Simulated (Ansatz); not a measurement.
# SiN2H (doublet): inputs that go wrong

3 inputs are run for SiN2H (doublet) as typed; the log has to tell whether the result can be used and what must change.

The runs use Ansatz 0.2.0, Gaussian basis; the settings change from run to run.

16 further runs of the same task are left out: 8 that didn't finish, 8 set aside as unsound or not needed. Runs told in other sessions of the task aren't counted.

## Step 1: The system

The geometry is a PBE0/def2-TZVP stationary point (not a proven minimum).

4 atoms, charge 0, spin multiplicity 2.

Atoms are counted from 1 here; the program's logs count them from 0.

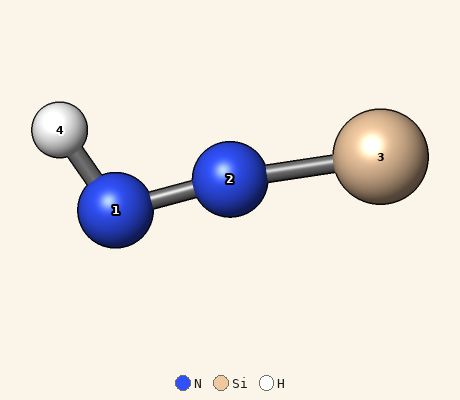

The geometry (nitrogen blue, silicon light orange, hydrogen white); atoms are numbered from 1 in the order of the file.

## Step 2: Input 1

File in.yaml:

```yaml
crystal:
  periodic: [false, false, false]
  atoms:
    - {symbol: N, position_ang: [0.000005, -0.302572, 0.908543]}
    - {symbol: N, position_ang: [-0.000014, -0.160541, -0.334175]}
    - {symbol: Si, position_ang: [0.000002, -0.160128, -1.936811]}
    - {symbol: H, position_ang: [0.000007, 0.623240, 1.362442]}
basis:
  gaussian: {orbitals: cc-pVDZ}
magnetization: {spin_polarized: false, initial_magnetization: 1}
correlation: {active_space: {ras: {orbitals: [14, 1, 36], electrons: 29, max_holes: 2, max_particles: 2}, fixed_orbitals: true}}
scf: {lower_state_search: off}
```

Run with:

```console
$ ansatz run in.yaml --threads 1 --pin off --events-out ev --progress --plain --max-ram 2393MiB
```

The program printed:

```text
Functional definition: HF
  name "HF"
  cite "Fock, Z. Phys. 61, 126 (1930) doi:10.1007/BF01340294"
  parent pbe
  exchange = exact_x
  correlation = 0
these checks for a lower state are left out or cut short: stability, starts, cluster_reference, orbital_swaps, neighbouring_geometries, increment
501 factors; integrals over basis functions are off by at most 1.5e-3 eV
mean field evaluation 1: about -10836.6870 eV, gradient 2.4e1 eV
mean field evaluation 2: about -10836.7886 eV, gradient 2.4e1 eV
mean field evaluation 4: about -10838.6227 eV, gradient 3.3e0 eV
mean field evaluation 8: about -10838.6932 eV, gradient 6.7e-1 eV
mean field evaluation 16: about -10838.7356 eV, gradient 3.6e-3 eV
mean field -10838.73560366 eV, -398.3161866755 hartree, gradient 1.4e-6 eV, S^2 0.750000; 0 other end points of the search recorded, 0 dependent functions left out
reference -10838.73560366 eV, -398.3161866755 hartree; 15, 14 occupied and 36, 37 virtual orbitals, 501 factors
```

Run time: 2.4 min. Hardware: 1 thread of Arm Neoverse V2, shared host.

**Diagnosis.** The run was cut at its time limit. The job is too large for the time given. Cure: a smaller basis or space, or a lower level; a longer limit helps only where the log shows it near its end.

## Step 3: Input 2

File in.yaml:

```yaml
crystal:
  periodic: [false, false, false]
  atoms:
    - {symbol: N, position_ang: [0.000005, -0.302572, 0.908543]}
    - {symbol: N, position_ang: [-0.000014, -0.160541, -0.334175]}
    - {symbol: Si, position_ang: [0.000002, -0.160128, -1.936811]}
    - {symbol: H, position_ang: [0.000007, 0.623240, 1.362442]}
basis:
  gaussian: {orbitals: cc-pVDZ}
magnetization: {spin_polarized: false, initial_magnetization: 2}
hamiltonian: {xc: hf}
output: {forces: true, orbitals: {seedname: orbitals}}
```

Launched as before.

The program printed:

```text
Error: a molecule whose nuclei and cores have a total charge of 29 cannot have a net charge of 0 together with 2 unpaired electrons
```

Run time: 0.03 s. Hardware: 1 thread of Arm Neoverse V2, shared host.

**Diagnosis.** The run was refused. The number of unpaired electrons doesn't fit the electron count. Fix: make charge and initial_magnetization agree.

## Step 4: Input 3

File in.yaml:

```yaml
crystal:
  periodic: [false, false, false]
  atoms:
    - {symbol: N, position_ang: [0.000009, -0.571770, 1.716874]}
    - {symbol: N, position_ang: [-0.000026, -0.303374, -0.631490]}
    - {symbol: Si, position_ang: [0.000004, -0.302594, -3.659992]}
    - {symbol: H, position_ang: [0.000013, 1.177737, 2.574607]}
basis:
  gaussian: {orbitals: STO-3G}
magnetization: {spin_polarized: false, initial_magnetization: 1}
correlation: {active_space: {ras: {orbitals: [7, 1, 5], electrons: 15, max_holes: 3, max_particles: 3}, fixed_orbitals: true}}
```

The command is unchanged.

The program printed, cut to the lines that bear on the results:

```text
Functional definition: HF
  name "HF"
  cite "Fock, Z. Phys. 61, 126 (1930) doi:10.1007/BF01340294"
  parent pbe
[...]
231 factors; integrals over basis functions are off by at most 3.2e-5 eV
[...]
mean field -10691.11738630 eV, -392.8913172469 hartree, gradient 2.4e-6 eV, S^2 0.750000; 14 other end points of the search recorded, 0 dependent functions left out
reference -10691.11738630 eV, -392.8913172469 hartree; 15, 14 occupied and 5, 6 virtual orbitals, 231 factors
state -10701.23843027 eV, -393.2632587526 hartree
Total energy: -10701.23843027 eV, -393.2632587526 hartree
```

Run time: 1.9 s. Hardware: 1 thread of Arm Neoverse V2, shared host.

**Diagnosis.** The run converged, which proves nothing about the input. The coordinates are scaled by the bohr-ångström factor. The shortest distance is 1.95 Å, against 1.03 Å in the geometry of step 1. Its energy belongs to another geometry. To mend it, restore the coordinates in ångström.

## Step 5: Summary

| input | level | ended | cause | time |
| --- | --- | --- | --- | --- |
| 1 | CISD/cc-pVDZ | cut at its time limit | the job is too large for the time given | 2.4 min |
| 2 | HF (ROHF)/cc-pVDZ | refused | the number of unpaired electrons doesn't fit the electron count | 0.03 s |
| 3 | CISDT/STO-3G | converged | the coordinates are scaled by the bohr-ångström factor | 1.9 s |

1 cut at its time limit, 1 refused, 1 converged. The input that converges on a wrong geometry or spin is the dangerous one: no error points at it, so geometry and ⟨S²⟩ have to be checked.
